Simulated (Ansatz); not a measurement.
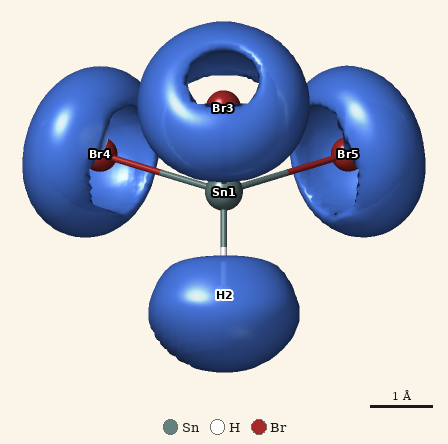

Br3HSn (SnHBr3). Isosurface of the ELF at 0.8 (blue), seen from one side. Core shells and regions of very low density are left out.

Geometry: PBE0-D4/def2-SVP; core potentials replace the inner electrons of Sn.

Method: RKS PBE0-D4/def2-TZVP (Ansatz 0.2.0).

Input

```
crystal:
  periodic: [false, false, false]
  atoms:
    - {symbol: Sn, position_ang: [0.000638, -0.001496, 0.185150]}
    - {symbol: H, position_ang: [0.007468, -0.015202, 1.888264]}
    - {symbol: Br, position_ang: [2.309530, 0.010492, -0.700254]}
    - {symbol: Br, position_ang: [-1.163014, 2.005698, -0.670429]}
    - {symbol: Br, position_ang: [-1.154612, -1.999491, -0.702731]}
basis:
  gaussian: {orbitals: def2-TZVP, initial_orbitals: start.molden}
hamiltonian: {xc: pbe0, dispersion: d4}
scf: {omitted_lower_state_checks: [starts]}
output: {orbitals: {seedname: orbitals}}
```

Command:

```sh
ansatz run in.yaml --threads 4 --pin off --events-out ev --progress --plain --max-ram 3916MiB
```

### Describe the localisation domains.

The ELF exceeds this value in one region around a hydrogen nucleus and three rings or bowls of non-bonding electrons around Br. Along the contacts the grid gives the following. Sn–Br (2.47 Å): the ELF peaks at about 0.75 in the valence shell of Br, 1.0 Å from its nucleus, and drops to about 0.20 between the two atoms. Sn–H (1.70 Å): the ELF climbs to about 1 towards the hydrogen.
